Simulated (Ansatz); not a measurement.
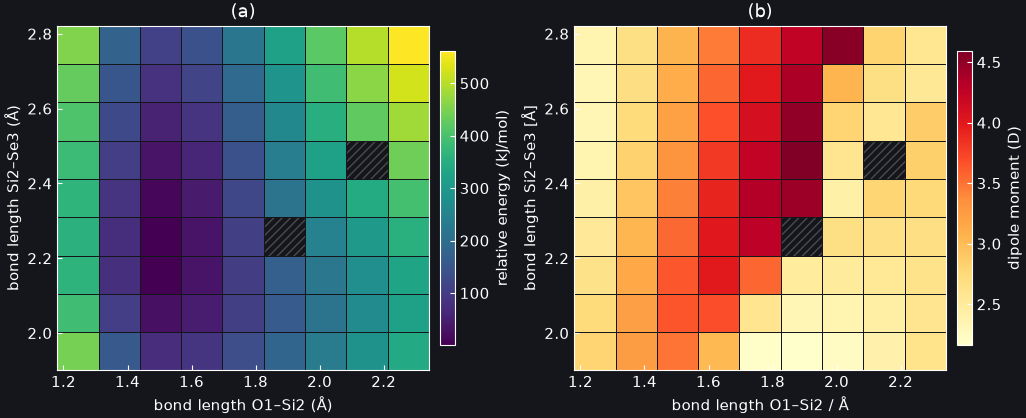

HOSeSi, SMILES O=[SiH][Se], spin multiplicity 2. Coordinates scanned: (1) bond length O1–Si2; (2) bond length Si2–Se3. Nothing is relaxed (all other coordinates rigid). The scan uses a 9 × 9 grid. At 2 points there is no value. Points are written as (first, second). Energies are in kJ/mol, from the relaxed molecule at the same level. In part of the range the unrestricted reference is strongly spin-contaminated. All numbers below come from UKS PBE0-D4/def2-TZVP in Ansatz 0.2.0.

Panel (a) is the energy; panel (b) is the computed dipole moment, in D.

The picture shows one coloured cell a grid point, hatched blanks where no value was computed.

### How does the dipole moment vary over the map, and what is it at the lowest grid point?

Leaving out the highest fifth of the energies, it runs from 2.17 D at (1.890 Å, 1.951 Å) to 4.59 D at (1.890 Å, 2.463 Å). At the lowest grid point, (1.503 Å, 2.258 Å), it is 3.56 D.

```tsv
bond length Si2–Se3 ↓, bond length O1–Si2 →	1.245	1.374	1.503	1.632	1.761	1.890	2.019	2.148	2.277
2.771	2.36	2.67	3.06	3.47	3.88	4.25	4.54	2.81	2.58
2.669	2.32	2.69	3.12	3.56	3.99	4.37	3.05	2.67	2.55
2.566	2.32	2.74	3.21	3.68	4.11	4.50	2.81	2.56	2.87
2.463	2.36	2.82	3.32	3.80	4.24	4.59	2.58	–	2.84
2.361	2.43	2.93	3.44	3.92	4.33	4.44	2.42	2.79	2.76
2.258	2.53	3.05	3.56	4.01	4.27	–	2.67	2.65	2.68
2.156	2.64	3.16	3.64	3.99	3.56	2.49	2.51	2.54	2.62
2.053	2.74	3.23	3.65	3.69	2.59	2.33	2.36	2.45	2.60
1.951	2.81	3.25	3.50	3.02	2.19	2.17	2.24	2.39	2.62
```
